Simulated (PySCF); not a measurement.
Consider C2H3F3NO4S2 (SMILES CS(=O)(=O)[N-]S(=O)(=O)C(F)(F)F) (charge −1).

```xyz
15

C     2.0434   -0.0849   -1.1106
S     1.1785   -0.5946    0.4047
O     0.9081    0.5942    1.1761
O     2.0209   -1.5797    1.0410
N    -0.1861   -1.2858   -0.0865
S    -1.2522   -0.2300   -0.5145
O    -0.7623    0.8505   -1.3356
O    -2.4458   -0.8740   -0.9905
C    -1.8596    0.6356    1.0752
F    -3.2079    0.7269    1.0296
F    -1.5848   -0.0516    2.1863
F    -1.4287    1.8857    1.2302
H     1.3604    0.5634   -1.6423
H     2.9451    0.4357   -0.8159
H     2.2664   -0.9834   -1.6691
```

Geometry: GFN2-xTB.

Level of theory: PySCF, PBE0/pcSseg-1, SCF density, gas phase, non-relativistic.

Predict the electron density and electron localisation function between the atoms.

Answer. C–F (1.34 Å): ρ is about 2.4 e/Å³ halfway; the ELF peaks at about 0.85 between the atoms: a shared but strongly polarised pair.
S–O (1.44 Å): the density is about 2.3 e/Å³ at the midpoint; the ELF peaks at about 0.80 between the atoms (a polar covalent bond).
C–S (1.82 Å): ρ is about 1.4 e/Å³ halfway; the ELF peaks at about 0.95 between the atoms (a shared electron pair).
C–H (1.08 Å): ρ is about 2.1 e/Å³ halfway; the ELF climbs to about 1 towards the hydrogen, as it does in any bond to H (a covalent bond by its length).

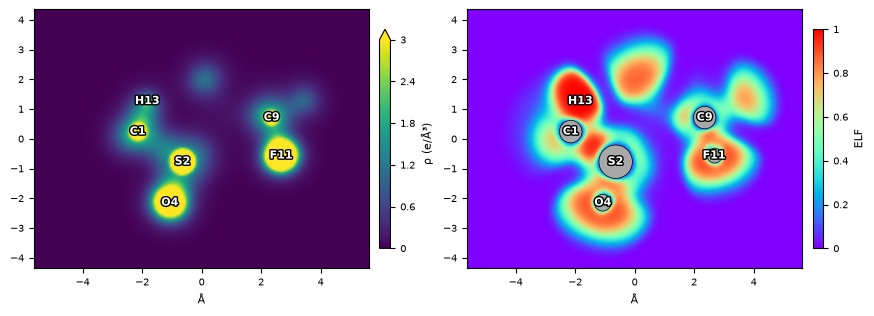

Computed electron density and electron localisation function on the plane of atoms C1, S2 and O4, in this order. Grey discs cover the atomic cores in the ELF map. 
